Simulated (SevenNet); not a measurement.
Cubic perovskite KMgF3 was calculated with the machine-learned potential SevenNet-l3i5 (trained on PBE and PBE+U data).

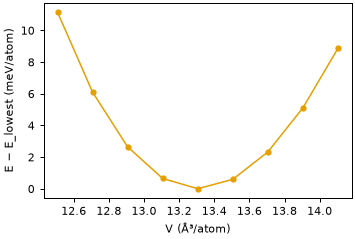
Fig. 1. Total energy against volume

Problem. From the curve, estimate the equilibrium volume and the bulk modulus.

Solution. V0 ≈ 13.3 Å³/atom and B0 ≈ 66 GPa; the fit gives V0 = 13.308 Å³/atom, B0 = 66.3 GPa, B′ = 4.5.

Measured, for comparison: bulk modulus 75.1 GPa (room temperature, no zero-point or thermal correction, our sources range from 71.2 to 75.1; as tabulated in Vaitheeswaran et al. (2007), arXiv:cond-mat/0703621); equilibrium volume per atom 12.70 Å³/atom (room temperature, no zero-point or thermal correction; as tabulated in Vaitheeswaran et al. (2007), arXiv:cond-mat/0703621). Computed (rounded) less measured: bulk modulus -12 % (-7 % to -12 % over the range), equilibrium volume per atom +4.8 %.

A machine-learned potential is trained on density-functional data: it inherits that level's misses and adds fitting errors of its own.

Computed values are for the static lattice.
